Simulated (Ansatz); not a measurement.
# SnH₃Cl + H₂O: a complex and its separated parts, part 1 of 2

The complex below is one end of an elementary step. How strongly is it bound against its free parts?

Method: PBE0-D4/def2-TZVP structures, single points in def2-TZVPP, no counterpoise correction; program: Ansatz 0.2.0, Gaussian basis.

Levels: SPW92, PBE-D4, BLYP-D4, r2SCAN-D4, B97M-V, PBE0-D4, B3LYP-D4, r2SCAN0-D4, BHLYP-D4, CAM-B3LYP-D4, wB97X-V, wB97M-V, B2PLYP, PBE-QIDH, RPA on PBE, Hartree-Fock, MP2, CCSD, CCSD(T).

Correlated methods freeze the cores. Filled d shells of the heavier atoms are correlated. Core potentials replace the inner electrons past krypton, and spin-orbit coupling is left out. B3LYP uses VWN-RPA correlation. B2PLYP carries no dispersion term here.

88 further runs of the same task are left out: 88 set aside as unsound or not needed.

**1. Where the work starts**

The complex: 8 atoms, charge 0, spin multiplicity 1.

Atoms are counted from 1 here; the program's logs count them from 0.

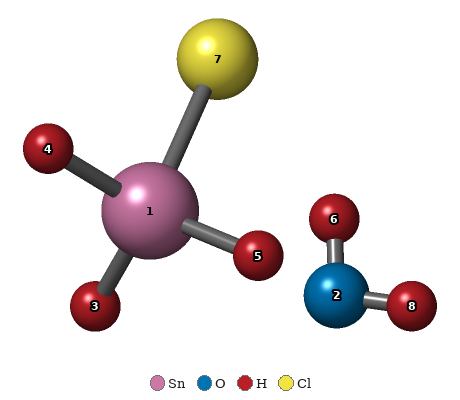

As it starts; tin pink, oxygen blue, hydrogen red, chlorine yellow; atoms are numbered from 1 in the order of the file.

As a file:

```
atom    x (Å)    y (Å)    z (Å)
 Sn1  -0.6308   0.2440  -1.0489
  O2   0.7332  -0.9323   1.4665
  H3  -0.0104  -1.2897  -1.4092
  H4  -1.2245   1.0293  -2.4448
  H5  -1.7620   0.3170   0.2132
  H6   1.3513  -0.2069   1.3222
 Cl7   1.1882   1.6122  -0.4336
  H8   0.3550  -0.7737   2.3346
```

Its parts: SnH₃Cl holds atoms 1, 3, 4, 5, 7; H₂O holds atoms 2, 6, 8. Each part counts its atoms afresh in its own runs.

**2. Relaxing SnH₃Cl alone**

The input, relax-a/in.yaml:

```yaml
crystal:
  periodic: [false, false, false]
  atoms:
    - {symbol: Sn, position_ang: [-0.630811, 0.243966, -1.048948]}
    - {symbol: H, position_ang: [-0.010382, -1.289674, -1.409205]}
    - {symbol: H, position_ang: [-1.224529, 1.029348, -2.444782]}
    - {symbol: H, position_ang: [-1.762015, 0.317014, 0.213236]}
    - {symbol: Cl, position_ang: [1.188166, 1.612183, -0.433615]}
basis:
  gaussian: {orbitals: def2-TZVP}
hamiltonian: {xc: pbe0, dispersion: d4}
relax: {f_tol: 0.005, max_steps: 200}
```

The run is started by

```
$ ansatz run in.yaml --threads 4 --pin off --events-out ev --progress --plain --max-ram 9574MiB
```

The program printed, cut to the lines that bear on the results:

```text
Functional definition: PBE0
  name "PBE0"
  cite "Adamo & Barone, J. Chem. Phys. 110, 6158 (1999) doi:10.1063/1.478522"
  cite "Perdew, Burke & Ernzerhof, Phys. Rev. Lett. 77, 3865 (1996) doi:10.1103/PhysRevLett.77.3865"
  parent pbe
[...]
861 factors; their error is unknown
[...]
mean field -18399.96297846 eV, -676.1861675157 hartree, gradient 1.2e-5 eV, S^2 0.000000; 0 other end points of the search recorded, 0 dependent functions left out
[...]
reference -18399.96301063 eV, -676.1861686978 hartree; 21, 21 occupied and 84, 84 virtual orbitals, 861 factors
[...]
reference -18399.98074760 eV, -676.1868205194 hartree; 21, 21 occupied and 84, 84 virtual orbitals, 861 factors
Total energy: -18400.05223505 eV, -676.1894476346 hartree
Atom 0 at    -0.631382     0.279680    -1.077570 Å, force    -0.000005    -0.000061    -0.000021 eV/Å
Atom 1 at    -0.010185    -1.273350    -1.381278 Å, force    -0.000022    -0.000025    -0.000005 eV/Å
Atom 2 at    -1.252359     1.021241    -2.475606 Å, force     0.000008     0.000020     0.000012 eV/Å
Atom 3 at    -1.730669     0.302945     0.218981 Å, force    -0.000066    -0.000019     0.000016 eV/Å
Atom 4 at     1.185025     1.582321    -0.407841 Å, force     0.000085     0.000086    -0.000002 eV/Å
Dipole moment:    -0.403416    -0.289312    -0.148753 e Å
```

It took 14 s on 4 threads of AMD EPYC, shared host; peak memory 0.42 GiB.

Step by step:

```
step  energy from step 1 (eV)  largest force component (eV/Å)
   1                   0.0000                          0.5011
   2                  -0.0122                          0.1574
   3                  -0.0179                          0.0117
   4                  -0.0179                          0.0056
   5                  -0.0179                          0.0001
```

Close pairs (by a distance rule), those that changed most:

```
   bond  before (Å)  after (Å)  change (Å)
Sn1–Cl5       2.358      2.333      -0.024
 Sn1–H3       1.708      1.700      -0.008
 Sn1–H2       1.693      1.700      +0.007
 Sn1–H4       1.696      1.700      +0.004
```

**3. Relaxing H₂O alone**

The input, relax-b/in.yaml:

```yaml
crystal:
  periodic: [false, false, false]
  atoms:
    - {symbol: O, position_ang: [0.733223, -0.932318, 1.466548]}
    - {symbol: H, position_ang: [1.351345, -0.206917, 1.322178]}
    - {symbol: H, position_ang: [0.355002, -0.773704, 2.334588]}
basis:
  gaussian: {orbitals: def2-TZVP}
hamiltonian: {xc: pbe0, dispersion: d4}
relax: {f_tol: 0.005, max_steps: 200}
```

The run is started by

```
$ ansatz run in.yaml --threads 4 --pin off --events-out ev --progress --plain --max-ram 9574MiB
```

The program printed, cut to the lines that bear on the results:

```text
[... 5 set-up lines as earlier in the session ...]
[...]
239 factors; their error is unknown
[...]
mean field -2078.33250327 eV, -76.3773107508 hartree, gradient 1.5e-5 eV, S^2 0.000000; 0 other end points of the search recorded, 0 dependent functions left out
[...]
reference -2078.33309055 eV, -76.3773323328 hartree; 5, 5 occupied and 38, 38 virtual orbitals, 239 factors
Total energy: -2078.33734608 eV, -76.3774887209 hartree
Atom 0 at     0.734122    -0.931767     1.465686 Å, force    -0.001543    -0.003962    -0.002424 eV/Å
Atom 1 at     1.348835    -0.208698     1.324272 Å, force     0.000663     0.002132     0.001597 eV/Å
Atom 2 at     0.356613    -0.772475     2.333356 Å, force     0.000879     0.001830     0.000827 eV/Å
Dipole moment:     0.087478     0.325397     0.267826 e Å
```

It took 1.7 s on 4 threads of AMD EPYC, shared host; peak memory 0.42 GiB.

Along the way:

```csv
step,energy from step 1 (eV),largest force component (eV/Å)
1,0.0000,0.1660
2,-0.0005,0.0334
3,-0.0006,0.0040
```

Close pairs (by a distance rule), those that changed most:

| bond | before (Å) | after (Å) | change (Å) |
| --- | --- | --- | --- |
| O1–H2 | 0.964 | 0.960 | -0.004 |
| O1–H3 | 0.960 | 0.960 | -0.001 |

**4. SPW92/def2-TZVPP**

The input, parta/in.yaml:

```yaml
crystal:
  periodic: [false, false, false]
  atoms:
    - {symbol: Sn, position_ang: [-0.631382, 0.279680, -1.077570]}
    - {symbol: H, position_ang: [-0.010185, -1.273350, -1.381278]}
    - {symbol: H, position_ang: [-1.252359, 1.021241, -2.475606]}
    - {symbol: H, position_ang: [-1.730669, 0.302945, 0.218981]}
    - {symbol: Cl, position_ang: [1.185025, 1.582321, -0.407841]}
basis:
  gaussian: {orbitals: def2-TZVPP}
hamiltonian: {xc: lda}
```

The input, partb/in.yaml:

```yaml
crystal:
  periodic: [false, false, false]
  atoms:
    - {symbol: O, position_ang: [0.734122, -0.931767, 1.465686]}
    - {symbol: H, position_ang: [1.348835, -0.208698, 1.324272]}
    - {symbol: H, position_ang: [0.356613, -0.772475, 2.333356]}
basis:
  gaussian: {orbitals: def2-TZVPP}
hamiltonian: {xc: lda}
```

The same command starts each run, in its folder.

The run is started by

```
$ ansatz run in.yaml --threads 4 --pin off --events-out ev --progress --plain --max-ram 9574MiB
```

Log of parta, cut to the lines that bear on the results:

```text
Functional definition: SPW92
  name "SPW92"
  cite "Dirac, Proc. Camb. Phil. Soc. 26, 376 (1930) doi:10.1017/S0305004100016108"
  cite "Slater, Phys. Rev. 81, 385 (1951) doi:10.1103/PhysRev.81.385"
  cite "Perdew & Wang, Phys. Rev. B 45, 13244 (1992) doi:10.1103/PhysRevB.45.13244"
[...]
859 factors; their error is unknown
[...]
mean field -18353.40486388 eV, -674.4751883630 hartree, gradient 7.1e-5 eV, S^2 0.000000; 0 other end points of the search recorded, 0 dependent functions left out
reference -18353.40490457 eV, -674.4751898584 hartree; 21, 21 occupied and 113, 113 virtual orbitals, 859 factors
Total energy: -18353.40490457 eV, -674.4751898584 hartree
```

partb printed, cut to the lines that bear on the results:

```text
[... 5 set-up lines as earlier in the session ...]
[...]
269 factors; their error is unknown
[...]
mean field -2065.39690749 eV, -75.9019363739 hartree, gradient 5.3e-5 eV, S^2 0.000000; 0 other end points of the search recorded, 0 dependent functions left out
reference -2065.39692632 eV, -75.9019370658 hartree; 5, 5 occupied and 54, 54 virtual orbitals, 269 factors
Total energy: -2065.39692632 eV, -75.9019370658 hartree
```

Times: 1.2 s (parta), 0.31 s (partb) on 4 threads of AMD EPYC, shared host; peak memory 0.42 GiB.

**5. PBE-D4/def2-TZVPP**

The same edit goes into each in.yaml of step 4 (parta, partb):

```diff
-hamiltonian: {xc: lda}
+hamiltonian: {xc: pbe, dispersion: d4}
```

Each run has its own folder and the same command.

The run is started by

```
$ ansatz run in.yaml --threads 4 --pin off --events-out ev --progress --plain --max-ram 9574MiB
```

Log of parta, cut to the lines that bear on the results:

```text
Functional definition: PBE
  name "PBE"
[... 2 set-up lines as earlier in the session ...]
[...]
859 factors; their error is unknown
[...]
mean field -18398.57355120 eV, -676.1351070057 hartree, gradient 2.3e-5 eV, S^2 0.000000; 0 other end points of the search recorded, 0 dependent functions left out
reference -18398.57359474 eV, -676.1351086054 hartree; 21, 21 occupied and 113, 113 virtual orbitals, 859 factors
Total energy: -18398.65835864 eV, -676.1382236216 hartree
```

Output in partb, cut to the lines that bear on the results:

```text
[... 4 set-up lines as earlier in the session ...]
[...]
269 factors; their error is unknown
[...]
mean field -2078.40750904 eV, -76.3800671620 hartree, gradient 4.6e-5 eV, S^2 0.000000; 0 other end points of the search recorded, 0 dependent functions left out
reference -2078.40752951 eV, -76.3800679143 hartree; 5, 5 occupied and 54, 54 virtual orbitals, 269 factors
Total energy: -2078.41284621 eV, -76.3802632994 hartree
```

They took 1.7 s (parta), 0.4 s (partb) on 4 threads of AMD EPYC, shared host; peak memory 0.42 GiB.

**6. BLYP-D4/def2-TZVPP**

The same edit goes into each in.yaml of step 5 (parta, partb):

```diff
-hamiltonian: {xc: pbe, dispersion: d4}
+hamiltonian: {xc: {name: BLYP}, dispersion: d4}
```

The same command starts each run, in its folder.

The run is started by

```
$ ansatz run in.yaml --threads 4 --pin off --events-out ev --progress --plain --max-ram 9574MiB
```

parta printed, cut to the lines that bear on the results:

```text
Functional definition: BLYP
  name "BLYP"
  cite "Becke, Phys. Rev. A 38, 3098 (1988) doi:10.1103/PhysRevA.38.3098"
  cite "Lee, Yang & Parr, Phys. Rev. B 37, 785 (1988) doi:10.1103/PhysRevB.37.785"
[...]
859 factors; their error is unknown
[...]
mean field -18402.25002521 eV, -676.2702149334 hartree, gradient 8.9e-5 eV, S^2 0.000000; 0 other end points of the search recorded, 0 dependent functions left out
reference -18402.25036561 eV, -676.2702274427 hartree; 21, 21 occupied and 113, 113 virtual orbitals, 859 factors
Total energy: -18402.43252474 eV, -676.2769216673 hartree
```

Log of partb, cut to the lines that bear on the results:

```text
[... 4 set-up lines as earlier in the session ...]
[...]
269 factors; their error is unknown
[...]
mean field -2080.27672981 eV, -76.4487597583 hartree, gradient 8.8e-5 eV, S^2 0.000000; 0 other end points of the search recorded, 0 dependent functions left out
reference -2080.27691936 eV, -76.4487667240 hartree; 5, 5 occupied and 54, 54 virtual orbitals, 269 factors
Total energy: -2080.28976091 eV, -76.4492386424 hartree
```

Wall times: 1.8 s (parta), 0.35 s (partb) on 4 threads of AMD EPYC, shared host; peak memory 0.42 GiB.

**7. r2SCAN-D4/def2-TZVPP**

The same edit goes into each in.yaml of step 6 (parta, partb):

```diff
-hamiltonian: {xc: {name: BLYP}, dispersion: d4}
+hamiltonian: {xc: r2scan, dispersion: d4}
```

The same command starts each run, in its folder.

The run is started by

```
$ ansatz run in.yaml --threads 4 --pin off --events-out ev --progress --plain --max-ram 9574MiB
```

Log of parta, cut to the lines that bear on the results:

```text
Functional definition: r2SCAN
  name "r2SCAN"
  cite "Furness, Kaplan, Ning, Perdew & Sun, J. Phys. Chem. Lett. 11, 8208 (2020) doi:10.1021/acs.jpclett.0c02405"
  cite "Furness, Kaplan, Ning, Perdew & Sun, J. Phys. Chem. Lett. 11, 9248 (2020) doi:10.1021/acs.jpclett.0c03077"
  parent r2scan
[...]
859 factors; their error is unknown
[...]
mean field -18405.36886956 eV, -676.3848303494 hartree, gradient 4.1e-5 eV, S^2 0.000000; 0 other end points of the search recorded, 0 dependent functions left out
reference -18405.36888208 eV, -676.3848308093 hartree; 21, 21 occupied and 113, 113 virtual orbitals, 859 factors
Total energy: -18405.38713943 eV, -676.3855017547 hartree
```

partb printed, cut to the lines that bear on the results:

```text
[... 5 set-up lines as earlier in the session ...]
[...]
269 factors; their error is unknown
[...]
mean field -2079.58111541 eV, -76.4231964004 hartree, gradient 8.5e-5 eV, S^2 0.000000; 0 other end points of the search recorded, 0 dependent functions left out
reference -2079.58112061 eV, -76.4231965917 hartree; 5, 5 occupied and 54, 54 virtual orbitals, 269 factors
Total energy: -2079.58239305 eV, -76.4232433530 hartree
```

They took 3.2 s (parta), 0.81 s (partb) on 4 threads of AMD EPYC, shared host; peak memory 0.42 GiB.

**8. B97M-V/def2-TZVPP**

The same edit goes into each in.yaml of step 7 (parta, partb):

```diff
-hamiltonian: {xc: r2scan, dispersion: d4}
+hamiltonian: {xc: {name: B97M-V}}
```

The same command starts each run, in its folder.

The run is started by

```
$ ansatz run in.yaml --threads 4 --pin off --events-out ev --progress --plain --max-ram 9574MiB
```

Log of parta, cut to the lines that bear on the results:

```text
Functional definition: B97M-V
  name "B97M-V"
  cite "Mardirossian & Head-Gordon, J. Chem. Phys. 142, 074111 (2015) doi:10.1063/1.4907719"
  cite "Becke, J. Chem. Phys. 107, 8554 (1997) doi:10.1063/1.475007"
  cite "Vydrov & Van Voorhis, J. Chem. Phys. 133, 244103 (2010) doi:10.1063/1.3521275"
  # Of w^i u^j: cxij and so on, Table III.
[...]
  gx(w, u) = cx00 + cx01*u + cx02*u^2 + (cx10 + cx11*u)*w
[...]
  gos(w, u) = cos00 + cos01*u + cos03*u^3 + cos10*w + cos32*w^3*u^2
[...]
      + integral(e_c_pw_mod_opposite_spin*gos(b97_w_opposite, b97_u_opposite)) + vv10(b, c)
859 factors; their error is unknown
[...]
mean field -18401.03073596 eV, -676.2254068799 hartree, gradient 6.2e-5 eV, S^2 0.000000; 0 other end points of the search recorded, 0 dependent functions left out
reference -18401.03079872 eV, -676.2254091864 hartree; 21, 21 occupied and 113, 113 virtual orbitals, 859 factors
Total energy: -18401.03079872 eV, -676.2254091864 hartree
```

Output in partb, cut to the lines that bear on the results:

```text
[... 5 set-up lines as earlier in the session ...]
  # Of w^i u^j: cxij and so on, Table III.
[...]
  gx(w, u) = cx00 + cx01*u + cx02*u^2 + (cx10 + cx11*u)*w
[...]
  gos(w, u) = cos00 + cos01*u + cos03*u^3 + cos10*w + cos32*w^3*u^2
[...]
      + integral(e_c_pw_mod_opposite_spin*gos(b97_w_opposite, b97_u_opposite)) + vv10(b, c)
269 factors; their error is unknown
[...]
mean field -2079.93548102 eV, -76.4362190967 hartree, gradient 2.9e-5 eV, S^2 0.000000; 0 other end points of the search recorded, 0 dependent functions left out
reference -2079.93550784 eV, -76.4362200820 hartree; 5, 5 occupied and 54, 54 virtual orbitals, 269 factors
Total energy: -2079.93550784 eV, -76.4362200820 hartree
```

Times: 4.8 s (parta), 0.96 s (partb) on 4 threads of AMD EPYC, shared host; peak memory 0.42 GiB.

**9. PBE0-D4/def2-TZVPP**

Each input of step 8 (parta, partb) changes in the same lines:

```diff
-hamiltonian: {xc: {name: B97M-V}}
+hamiltonian: {xc: pbe0, dispersion: d4}
+output: {orbitals: {seedname: orbitals}}
```

Each run has its own folder and the same command.

The run is started by

```
$ ansatz run in.yaml --threads 4 --pin off --events-out ev --progress --plain --max-ram 9574MiB
```

Output in parta, cut to the lines that bear on the results:

```text
[... 5 set-up lines as earlier in the session ...]
[...]
963 factors; their error is unknown
[...]
mean field -18399.99619743 eV, -676.1873882900 hartree, gradient 3.8e-5 eV, S^2 0.000000; 0 other end points of the search recorded, 0 dependent functions left out
reference -18399.99622822 eV, -676.1873894215 hartree; 21, 21 occupied and 113, 113 virtual orbitals, 963 factors
Total energy: -18400.06771566 eV, -676.1900165366 hartree
```

Output in partb, cut to the lines that bear on the results:

```text
[... 5 set-up lines as earlier in the session ...]
[...]
269 factors; their error is unknown
[...]
mean field -2078.42781242 eV, -76.3808132974 hartree, gradient 1.4e-5 eV, S^2 0.000000; 0 other end points of the search recorded, 0 dependent functions left out
reference -2078.42782692 eV, -76.3808138304 hartree; 5, 5 occupied and 54, 54 virtual orbitals, 269 factors
Total energy: -2078.43208246 eV, -76.3809702186 hartree
```

Wall times: 1.9 s (parta), 0.41 s (partb) on 4 threads of AMD EPYC, shared host; peak memory 0.42 GiB.

**10. B3LYP-D4/def2-TZVPP**

The same edit goes into each in.yaml of step 9 (parta, partb):

```diff
-hamiltonian: {xc: pbe0, dispersion: d4}
-output: {orbitals: {seedname: orbitals}}
+hamiltonian: {xc: {name: B3LYP}, dispersion: d4}
```

One command serves all of them, each in its own folder.

The run is started by

```
$ ansatz run in.yaml --threads 4 --pin off --events-out ev --progress --plain --max-ram 9574MiB
```

Output in parta, cut to the lines that bear on the results:

```text
Functional definition: B3LYP
  name "B3LYP"
  cite "Stephens, Devlin, Chabalowski & Frisch, J. Phys. Chem. 98, 11623 (1994) doi:10.1021/j100096a001"
[... 2 set-up lines as earlier in the session ...]
  cite "Vosko, Wilk & Nusair, Can. J. Phys. 58, 1200 (1980) doi:10.1139/p80-159"
[...]
922 factors; their error is unknown
[...]
mean field -18406.59453957 eV, -676.4298728912 hartree, gradient 6.8e-5 eV, S^2 0.000000; 0 other end points of the search recorded, 0 dependent functions left out
reference -18406.59478852 eV, -676.4298820399 hartree; 21, 21 occupied and 113, 113 virtual orbitals, 922 factors
Total energy: -18406.73409373 eV, -676.4350014122 hartree
```

Output in partb, cut to the lines that bear on the results:

```text
[... 6 set-up lines as earlier in the session ...]
[...]
269 factors; their error is unknown
[...]
mean field -2080.76395085 eV, -76.4666648014 hartree, gradient 1.5e-5 eV, S^2 0.000000; 0 other end points of the search recorded, 0 dependent functions left out
reference -2080.76408920 eV, -76.4666698857 hartree; 5, 5 occupied and 54, 54 virtual orbitals, 269 factors
Total energy: -2080.77251470 eV, -76.4669795169 hartree
```

Times: 2.4 s (parta), 0.41 s (partb) on 4 threads of AMD EPYC, shared host; peak memory 0.42 GiB.

**11. r2SCAN0-D4/def2-TZVPP**

Each input of step 10 (parta, partb) changes in the same lines:

```diff
-hamiltonian: {xc: {name: B3LYP}, dispersion: d4}
+hamiltonian: {xc: {name: r2SCAN0}, dispersion: d4}
```

The same command starts each run, in its folder.

The run is started by

```
$ ansatz run in.yaml --threads 4 --pin off --events-out ev --progress --plain --max-ram 9574MiB
```

parta printed, cut to the lines that bear on the results:

```text
Functional definition: r2SCAN0
  name "r2SCAN0"
  cite "Bursch, Neugebauer, Ehlert & Grimme, J. Chem. Phys. 156, 134105 (2022) doi:10.1063/5.0086040"
[... 3 set-up lines as earlier in the session ...]
[...]
963 factors; their error is unknown
[...]
mean field -18404.54143890 eV, -676.3544228333 hartree, gradient 5.4e-5 eV, S^2 0.000000; 0 other end points of the search recorded, 0 dependent functions left out
reference -18404.54144865 eV, -676.3544231918 hartree; 21, 21 occupied and 113, 113 virtual orbitals, 963 factors
Total energy: -18404.56390978 eV, -676.3552486228 hartree
```

partb printed, cut to the lines that bear on the results:

```text
[... 6 set-up lines as earlier in the session ...]
[...]
269 factors; their error is unknown
[...]
mean field -2079.27471688 eV, -76.4119364622 hartree, gradient 2.1e-5 eV, S^2 0.000000; 0 other end points of the search recorded, 0 dependent functions left out
reference -2079.27472098 eV, -76.4119366129 hartree; 5, 5 occupied and 54, 54 virtual orbitals, 269 factors
Total energy: -2079.27612504 eV, -76.4119882111 hartree
```

Times: 3.7 s (parta), 0.92 s (partb) on 4 threads of AMD EPYC, shared host; peak memory 0.42 GiB.

**12. BHLYP-D4/def2-TZVPP**

Each input of step 11 (parta, partb) changes in the same lines:

```diff
-hamiltonian: {xc: {name: r2SCAN0}, dispersion: d4}
+hamiltonian: {xc: {name: BHLYP}, dispersion: d4}
```

One command serves all of them, each in its own folder.

The run is started by

```
$ ansatz run in.yaml --threads 4 --pin off --events-out ev --progress --plain --max-ram 9574MiB
```

parta printed, cut to the lines that bear on the results:

```text
Functional definition: BHLYP
  name "BHLYP"
  cite "Becke, J. Chem. Phys. 98, 1372 (1993) doi:10.1063/1.464304"
[... 2 set-up lines as earlier in the session ...]
[...]
1005 factors; their error is unknown
[...]
mean field -18402.12001672 eV, -676.2654372096 hartree, gradient 3.7e-5 eV, S^2 0.000000; 0 other end points of the search recorded, 0 dependent functions left out
reference -18402.12018125 eV, -676.2654432558 hartree; 21, 21 occupied and 113, 113 virtual orbitals, 1005 factors
Total energy: -18402.24466202 eV, -676.2700178398 hartree
```

Log of partb, cut to the lines that bear on the results:

```text
[... 5 set-up lines as earlier in the session ...]
[...]
295 factors; their error is unknown
[...]
mean field -2079.57895563 eV, -76.4231170301 hartree, gradient 2.0e-5 eV, S^2 0.000000; 0 other end points of the search recorded, 0 dependent functions left out
reference -2079.57904641 eV, -76.4231203664 hartree; 5, 5 occupied and 54, 54 virtual orbitals, 295 factors
Total energy: -2079.58399790 eV, -76.4233023301 hartree
```

Wall times: 2.3 s (parta), 0.5 s (partb) on 4 threads of AMD EPYC, shared host; peak memory 0.42 GiB.

(Continued in part 2 of 2.)
